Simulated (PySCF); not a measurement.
**C2H8BrN, SMILES `Br.CNC`: what the electrons do**

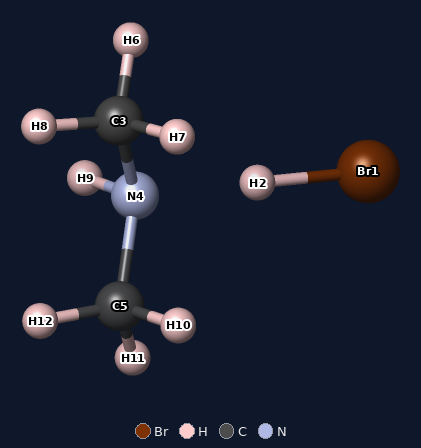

The molecule, with its atoms numbered as below. The pair's geometry is semi-empirical, so its contact may be too short or too long.

Cartesian coordinates (Å):

```
Br1      1.4854   -0.0001   -0.0188
H2       0.0287   -0.0027    0.2039
C3      -2.1317   -1.2120   -0.1680
N4      -1.5903   -0.0028    0.4289
C5      -2.1294    1.2149   -0.1664
H6      -1.6947   -2.0781    0.3253
H7      -1.8572   -1.2341   -1.2224
H8      -3.2231   -1.2710   -0.0912
H9      -1.7763   -0.0036    1.4291
H10     -1.8549    1.2380   -1.2207
H11     -1.6908    2.0796    0.3280
H12     -3.2208    1.2759   -0.0896
```

Part 1: Bonding charge

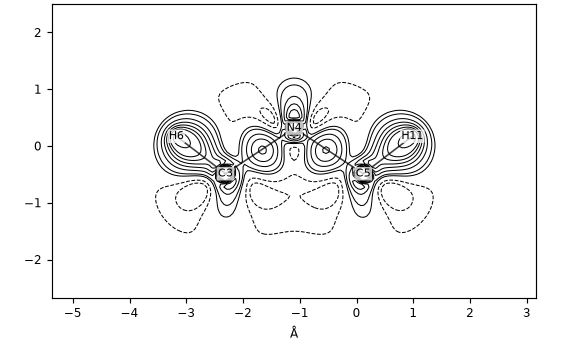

Deformation density (molecule less spherical, spin-averaged free atoms) in the plane of C3, N4, C5, H6 and H11; contours at ±0.05 to ±0.8 e/Å³; solid lines: gain, dashed lines: loss.

Computed with PySCF, B3LYP/aug-cc-pVDZ, geometry: GFN2-xTB.

Question: How much density has each bond in this plane gained at its critical point, relative to the free atoms?

Answer: C5–H11 and C3–H6: +0.71 e/Å³ at the bond critical point (bond length 1.09 Å). C3–N4: +0.30 e/Å³ at the bond critical point (bond length 1.45 Å). N4–C5: +0.30 e/Å³ at the bond critical point (bond length 1.46 Å). In all, 2.5 electrons gather in the regions of gain relative to the promolecule.

Question: Where do the Hirshfeld charges lie?

Answer: The highest Hirshfeld charge is on H9 (+0.13 e), the lowest on Br1 (−0.24 e).

```
atom  charge (e)
 Br1       −0.24
  H2       +0.03
  C3       −0.06
  N4       −0.09
  C5       −0.06
  H6       +0.05
  H7       +0.05
  H8       +0.04
  H9       +0.13
 H10       +0.05
 H11       +0.05
 H12       +0.04
```

Part 2: Bond critical points

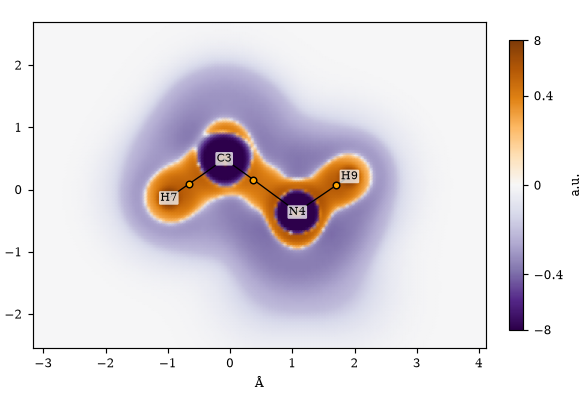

Negative Laplacian of the density (−∇²ρ) in the plane of C3, N4, H7 and H9 (orange positive, purple negative, colour scale in a.u., logarithmic beyond ±0.04), with bond paths and bond critical points (dots).

Question: At which bond critical points in this plane is charge locally concentrated, and at which depleted?

Answer: Concentrated (∇²ρ < 0): N4–H9 (−1.54 a.u.); C3–H7 (−1.04 a.u.); C3–N4 (−0.70 a.u.). At none is it depleted.

Question: Where along N4–H9 does the critical point lie?

Answer: 0.76 Å from N4 and 0.25 Å from H9.

Part 3: Local ionisation energy

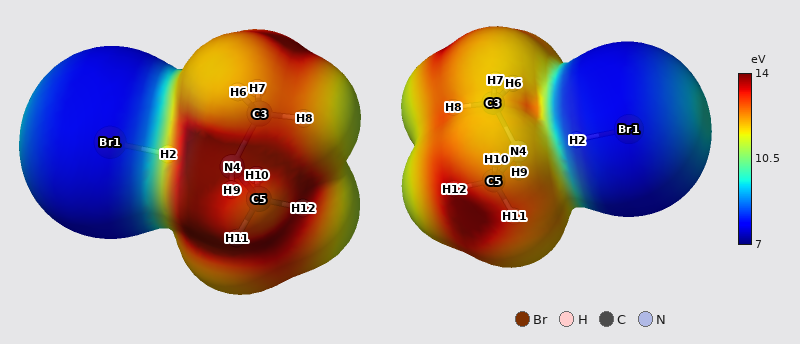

Average local ionisation energy on the surface of electron density 0.001 a.u. (back view left, front view right).

Question: Locate the minima of the map.

Answer: The lowest value is 7.7 eV, 2.3 Å from Br1, and at like points elsewhere. Further minima include 7.8 eV, 2.3 Å from Br1; 11.0 eV, 1.4 Å from H8; 12.5 eV, 1.3 Å from H9. For comparison, the highest occupied orbital lies at −7.2 eV.

Question: What volume does the surface enclose, and what is the dipole moment?

Answer: About 129 Å³; the dipole moment is 4.9 D.
